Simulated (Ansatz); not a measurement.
# BeNi (Pm-3m): from the cell to its phonons, part 2 of 2

Aim: the phonons of BeNi (Pm-3m) at a cell relaxed beforehand at this level. After the zone centre comes a 4×4×4 q mesh on a 16×16×16 k mesh.

Ansatz 0.2.0; DFT PBEsol, scalar-relativistic, plane waves, PAW.

So far, highest frequency on the path or at a solved wavevector (cm⁻¹): step 3 (response at finite wavevector) 527.

### 4. Finite displacements in a supercell

Finite displacements in a 2×2×2 supercell give force constants from forces alone. They are exact at the wavevectors that the supercell holds, where they check the linear-response result.

The input, input.yaml:

```yaml
crystal:
  lattice:
    - [2.5830970184, 0.0, 0.0]
    - [0.0, 2.5830970184, 0.0]
    - [0.0, 0.0, 2.5830970184]
  atoms:
    - { symbol: Be, position: [0.0, 0.0, 0.0] }
    - { symbol: Ni, position: [0.5, 0.5, 0.5] }
kpoints:
  mp_grid: { grid: [16, 16, 16] }
hamiltonian:
  xc: pbesol
scf:
  occupations: { method: methfessel_paxton, width: 0.15 }
output:
  eigenvalues: true
phonons:
  method: fd
  supercell: [2, 2, 2]
  temperatures: { t_max: 1000, t_step: 50 }
  qpath:
    path:
      - [[0.0, 0.0, 0.0], [0.0, 0.5, 0.0], [0.5, 0.5, 0.0], [0.0, 0.0, 0.0], [0.5, 0.5, 0.5], [0.0, 0.5, 0.0]]
      - [[0.5, 0.5, 0.5], [0.5, 0.5, 0.0]]
    npoints: 10
```

The run is started by

```
> ansatz run input.yaml --threads 4 --pin off --max-ram 7168MiB --backend cpu --events-out ev --progress --plain --runs-dir out
```

Numbers of over 12 decimals in the logs are rounded to 6 here.

The program printed:

```text
[...]
Crystal: 16 atoms, lattice volume = 137.883 Å³
Basis set: ecut = 420 eV, 2721 PW (Γ), exchange–correlation on 72×72×72 points (8 copies of the dense FFT grid, shifted against one another)
Bands: 95, of which v1, the nominal top of the filled ones, is band 80 counted from 1 (79 counted from 0)
Symmetry: 384 space group operations
k-points: 35 of 512
[...]
SCF iter   1: F=—  HF=-47170.422370 eV  |F-HF|=—  |Δ(HF+E_count)|=         —  Δρ=1.33e-8  dr2=9.62e-14  ethr=1.00e-12  ⟨swp⟩=3.0  Hψ=8589  notcnv=0
[...]
SCF iter   2: F=-47170.422370 eV  HF=-47170.422370 eV  |F-HF|=2.18e-11  |Δ(HF+E_count)|=  2.91e-11  S|Δr|=    0.00e0  Δρ=9.05e-9  dr2=5.06e-14  ethr=1.00e-12  ⟨swp⟩=2.0  Hψ=6253  notcnv=0
SCF 1 converged in 2 iterations: F = -47170.422370 eV  dr2 = 5.06e-14
[...]
Crystal: 2 atoms, lattice volume = 17.235 Å³
Basis set: ecut = 420 eV, 341 PW (Γ), exchange–correlation on 36×36×36 points (8 copies of the dense FFT grid, shifted against one another)
Bands: 14, of which v1, the nominal top of the filled ones, is band 10 counted from 1 (9 counted from 0)
Symmetry: 48 space group operations
k-points: 165 of 4096
[...]
SCF iter   2: F=-5896.302796 eV  HF=-5896.302796 eV  |F-HF|=7.02e-10  |Δ(HF+E_count)|=   1.65e-6  S|Δr|=    0.00e0  Δρ=2.34e-6  dr2=7.31e-10  ethr=6.36e-12  ⟨swp⟩=5.3  Hψ=9335  notcnv=0
SCF 2 converged in 2 iterations: F = -5896.302796 eV  dr2 = 7.31e-10
[...]
Symmetry: 6 space group operations
k-points: 65 of 512 (time reversal used)
[...]
SCF iter   9: F=-47170.422346 eV  HF=-47170.422346 eV  |F-HF|=7.28e-12  |Δ(HF+E_count)|=    0.00e0  S|Δr|=    0.00e0  Δρ=3.03e-8  dr2=9.97e-13  ethr=1.00e-12  ⟨swp⟩=5.1  Hψ=26574  notcnv=0
SCF 3 converged in 9 iterations: F = -47170.422346 eV  dr2 = 9.97e-13
[...]
SCF iter   7: F=-47170.422333 eV  HF=-47170.422333 eV  |F-HF|=2.91e-11  |Δ(HF+E_count)|=  2.91e-11  S|Δr|=    0.00e0  Δρ=3.94e-8  dr2=1.85e-12  ethr=1.00e-12  ⟨swp⟩=6.0  Hψ=27938  notcnv=0
SCF 4 converged in 7 iterations: F = -47170.422333 eV  dr2 = 1.85e-12
SCF converged after 2 iterations
[...]
Free energy (F): -47170.422370 eV
[...]
Internal energy: -47170.420378 eV  (E = F + TS)
E sigma→0 (E₀):  -47170.421872 eV
Entropy (-TS):   -0.001993 eV (-0.125 meV/atom)
Fermi energy:    15.281887 eV
[...]
--- Band table (eV; the first three rows and the last of 35) ---
  k-point 0: bands = [... 76 lower, 14.0280, 14.5301, 14.5301, 14.5301, 14.5714, 14.5714, 15.2792, 15.2792, ... 11 higher]
  k-point 1: bands = [... 76 lower, 14.0247, 14.4448, 14.5317, 14.5698, 14.6759, 14.6759, 15.2759, 15.2759, ... 11 higher]
  k-point 2: bands = [... 76 lower, 14.5362, 14.5653, 14.6338, 14.6338, 14.9144, 14.9144, 15.2643, 15.2643, ... 11 higher]
  k-point 34: bands = [... 76 lower, 13.2009, 13.2009, 13.2009, 13.2009, 19.4908, 19.4908, 19.4908, 19.4908, ... 11 higher]
--- Phonons: 2 displaced members + reference (amplitude 0.0025 Å, Σ member SCF iterations 16) ---
  symmetry images taken by strict's conditions (phonons.symmetry_images: auto; settled by no image being taken that strict refuses)
  ASR residual: 3.854e-4 → 0.000e0 eV/Å²; symmetrization residual: 6.320e-5 eV/Å²
  largest component of a force at the reference: 3.1e-28 eV/Å
  ASR residual per site (eV/Å²): 3.85e-4 1.90e-4
  Γ frequencies (cm⁻¹): 0.00 0.00 0.00 499.07 499.07 499.07
[...]
```

The job ended after 57 s (4 threads of Arm Neoverse V1, shared host; peak memory 1.1 GiB; 3.7 min of CPU time).

Numbers from this step:

- atoms in the supercell: 16
- sum-rule residual before enforcement: 3.85e-4 eV/Å²

Interpolated from a 2×2×2 supercell, rough between the solved points. The phonon branches at the labelled points (cm⁻¹):

| point | branch 1 | branch 2 | branch 3 | branch 4 | branch 5 | branch 6 |
| --- | --- | --- | --- | --- | --- | --- |
| Γ | 0 | 0 | 0 | 499 | 499 | 499 |
| X | 197 | 197 | 274 | 506 | 506 | 527 |
| M | 179 | 179 | 211 | 481 | 500 | 500 |
| Γ | 0 | 0 | 0 | 499 | 499 | 499 |
| R | 252 | 252 | 252 | 507 | 507 | 507 |
| X | 197 | 197 | 274 | 506 | 506 | 527 |
| jump to R | 252 | 252 | 252 | 507 | 507 | 507 |
| M | 179 | 179 | 211 | 481 | 500 | 500 |

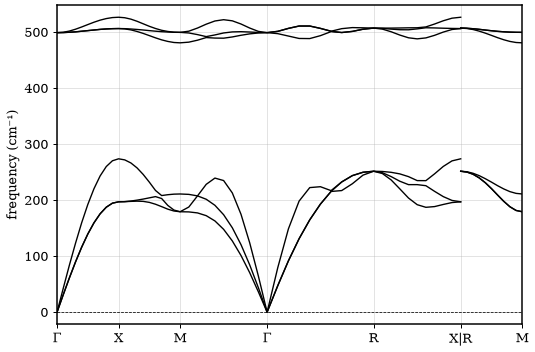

Phonon branches along the path.

The phonon density of states has structure finer than the step of the table below, so its rows give means over 50 cm⁻¹, whole bins alone (the curve runs from 2.5 to 528 cm⁻¹). Peaks (cm⁻¹: height): 187.5: 0.0449, 502.5: 0.162.

Tetrahedra on a 24×24×24 mesh, mean over bins of 5 cm-1. Interpolated from a 2×2×2 supercell, rough between the solved points. Table of phonon density of states by wavenumber; means over each step:

| wavenumber (cm⁻¹) | phonon density of states (1/cm⁻¹/cell) |
| --- | --- |
| 50 | 4.3e-4 |
| 100 | 0.00210 |
| 150 | 0.00829 |
| 200 | 0.0322 |
| 250 | 0.0170 |
| 300 | 1.2e-5 |
| 350 | 0 |
| 400 | 0 |
| 450 | 0 |
| 500 | 0.0592 |

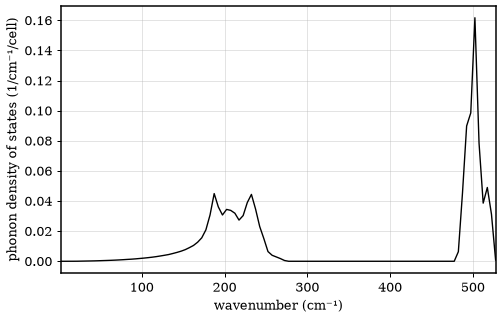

Phonon density of states, plotted against wavenumber.

At Γ the two methods differ by at most 0.0 cm⁻¹.

### 5. Outcome

| Property | Result |
| --- | --- |
| space group (within 0.01 Å) | Pm-3m |
| volume per atom | 8.62 Å³ |
| electronic character | no gap on this mesh |
| highest optical mode at the zone centre (no LO-TO term) | 499 cm⁻¹ |
| lowest optical zone-centre mode | 499 cm⁻¹ |
| lowest mode on the q mesh (acoustic modes at Γ apart) | 139 cm⁻¹ |
| highest frequency on the path or at a solved wavevector | 527 cm⁻¹ |
| zero-point energy per atom | 65.3 meV |
| heat capacity at 300 K | 19.4 J/(mol atoms K) |
| vibrational entropy at 300 K | 17.9 J/(mol atoms K) |
| Debye temperature (second moment) | 711 K |
| imaginary modes on the 4×4×4 q mesh | none |

What this shows: The structure is a minimum as far as tested: no mode is imaginary at the 10 irreducible wavevectors of the 4×4×4 mesh, and the softest away from the acoustic zeros lies at 139 cm⁻¹. The optical modes at Γ form one degenerate level at 499 cm⁻¹. The highest mode in this list at Γ, 499.1 cm⁻¹, is mostly motion of Be (87 % of the kinetic energy). On the path and the mesh, the widest gap between branches runs from 274 to 481 cm⁻¹. Finite displacements and linear response differ by 0.0 cm⁻¹ in the highest zone-centre mode. With no gap, or one that is small against the smearing, the frequencies hang on the k mesh and the smearing, most of all near Kohn anomalies. The phonon runs are without spin polarisation, although Ni often carries a moment. These are harmonic frequencies at zero temperature: anharmonic shifts, linewidths and thermal expansion are left out.

[Logs are printed without paths, hosts, clocks, repeated set-up lines and the standing remarks that a program may print on its own settings, such as how far it seeks lower states.]

[Hosts, paths, dates, database ids (printed as entryN), source tags and the programs' standing remarks are cut or masked in the printed files.]
